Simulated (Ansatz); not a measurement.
# [HO2]− (hydroperoxide(1-)): B2PLYP/STO-3G

Aim: the vertical ionisation energy of [HO2]− (hydroperoxide(1-)) at B2PLYP/STO-3G, from 2 runs. 

The results are computed with Ansatz 0.2.0.

8 further runs of the same task are left out: 8 that didn't finish.

## (1) The molecule

[HO2]−: 3 atoms, total charge -1, spin state singlet. SMILES: `[O-]O`. The shape is that of a GFN2-xTB optimisation.

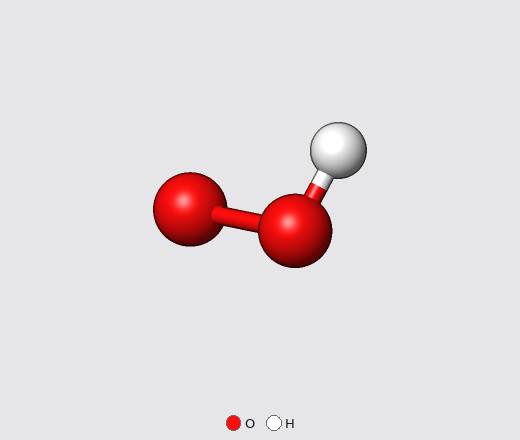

The structure, seen from a chosen angle (oxygen red, hydrogen white).

## (2) The energy at B2PLYP/STO-3G

The input, in.yaml:

```yaml
crystal:
  periodic: [false, false, false]
  atoms:
    - {symbol: O, position_ang: [-0.355040, 1.013280, -0.080710]}
    - {symbol: O, position_ang: [-0.244450, -0.436620, -0.180910]}
    - {symbol: H, position_ang: [0.599490, -0.576670, 0.261620]}
basis:
  gaussian: {orbitals: STO-3G}
total_charge: -1
magnetization: {spin_polarized: false}
hamiltonian: {xc: {name: B2PLYP}}
correlation: {frozen_orbitals: {H: 0, O: 1}}
accuracy: high
```

Launch:

```sh
ansatz run in.yaml --threads 1 --pin off --max-ram 2610MiB --events-out events.jsonl --progress --plain --runs-dir runs
```

What it wrote:

```text
Warning: RAYON_NUM_THREADS=1 ignored (pool sized by the plan → 1); use --threads N
Functional definition: B2PLYP
  name "B2PLYP"
  parameter a = 0.53
  parameter c = 0.27
  exchange = (1 - a)*b88_x + a*exact_x
  correlation = (1 - c)*lyp_c + c*(mp2_os + mp2_ss)
168 factors; integrals over basis functions are off by at most 4.4e-8 eV
mean field evaluation 1: about -4035.5639 eV, gradient 2.2e1 eV
mean field evaluation 2: about -4035.6054 eV, gradient 2.3e1 eV
mean field evaluation 4: about -4037.6848 eV, gradient 8.3e-1 eV
mean field evaluation 8: about -4037.6845 eV, gradient 2.1e-3 eV
mean field evaluation 16: about -4037.6845 eV, gradient 7.3e-8 eV
mean field -4037.68452018 eV, -148.3821692758 hartree, gradient 4.4e-9 eV, S^2 0.000000; 0 other end points of the search recorded, 0 dependent functions left out
2 core orbitals not correlated: weight in the atoms' cores, before any rotation towards them, 1.000 or more for the frozen orbitals, at most 0.000 for the correlated occupied ones
reference -4037.68453076 eV, -148.3821696646 hartree; 7, 7 occupied and 2, 2 virtual orbitals, 168 factors
second order -1.82751395 eV of doubles, -0.00000000 eV of singles
Total energy: -4038.17795953 eV, -148.4003028373 hartree
```

Run time: 0.58 s. Hardware: 1 thread of Arm Neoverse V1, shared host.

## (3) Doublet neutral HO2, same level

The input, input.yaml:

```yaml
crystal:
  periodic: [false, false, false]
  atoms:
    - {symbol: O, position_ang: [-0.355040, 1.013280, -0.080710]}
    - {symbol: O, position_ang: [-0.244450, -0.436620, -0.180910]}
    - {symbol: H, position_ang: [0.599490, -0.576670, 0.261620]}
basis:
  gaussian:
    orbitals: STO-3G
magnetization:
  spin_polarized: true
  initial_magnetization: 1
hamiltonian:
  xc: {name: B2PLYP}
correlation:
  frozen_orbitals: {H: 0, O: 1}
accuracy: high
```

Launch:

```sh
ansatz run input.yaml --threads 1 --pin off --max-ram 2610MiB --events-out events.jsonl --progress --plain --runs-dir runs
```

What it wrote (excerpt; [...] marks lines left out):

```text
Warning: RAYON_NUM_THREADS=1 ignored (pool sized by the plan → 1); use --threads N
[... 2 set-up lines as earlier in the session ...]
[...]
168 factors; integrals over basis functions are off by at most 4.4e-8 eV
[...]
mean field -4044.12871902 eV, -148.6189892152 hartree, gradient 7.3e-8 eV, S^2 0.755694; 2 other end points of the search recorded, 0 dependent functions left out
2 core orbitals not correlated: weight in the atoms' cores, before any rotation towards them, 1.000 or more for the frozen orbitals, at most 0.000 for the correlated occupied ones
reference -4044.12873003 eV, -148.6189896198 hartree; 7, 6 occupied and 2, 3 virtual orbitals, 168 factors
second order -2.70772385 eV of doubles, -0.00000000 eV of singles
Total energy: -4044.85981547 eV, -148.6458565141 hartree
```

Run time: 0.92 s. Hardware: 1 thread of Arm Neoverse V1, shared host.

## (4) Outcome

At B2PLYP/STO-3G, 2 core orbitals frozen:

| quantity | value |
| --- | --- |
| singlet [HO2]−: total energy | -148.40030 Eh |
| doublet neutral HO2: total energy | -148.64586 Eh |
| doublet neutral HO2: ⟨S²⟩ | 0.756 |
| vertical detachment energy (to the doublet neutral) | -6.682 eV |

What this shows: The species is unbound against losing an electron at this level, by 6.68 eV (−154 kcal/mol); missing correlation or diffuse functions can give that sign where the real anion is bound. In a minimal basis such a difference can be off by several eV, whatever the method.
